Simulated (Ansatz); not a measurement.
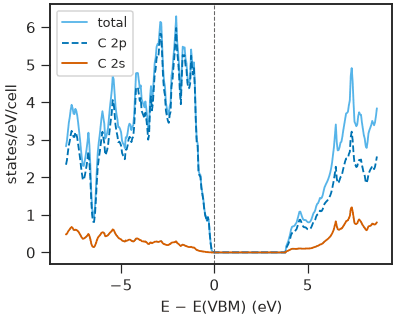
Total and projected density of states of C in space group P4_2/ncm (No. 138; C on 8i, C on 4b), PBE in the plane-wave PAW code Ansatz

Problem. Which orbitals carry the states next to the gap?

Solution. Top 1 eV of the valence band: C 2p 98 %. Bottom 1 eV of the conduction band: C 2p 78 %, C 2s 12 %, outside the projected shells 10 %. Projections are on Löwdin-orthogonalised atomic valence shells; empty p or d shells of many metals are not among them.

Problem. Where is the tallest occupied peak in this window, and what makes it?

Solution. Near -2.0 eV, about 6.3 states/eV per cell; the largest projected share is C 2p.

The start of the workflow was typed in or built on a structure type; neither database checked (COD, Materials Project) lists it. It is not the phase usual at ambient conditions (space group No. 194, 227). The cell was relaxed with PBE under the symmetry of its start; its stability against distortions is not shown here.

Potentials: the earlier of the program's two PAW sets.
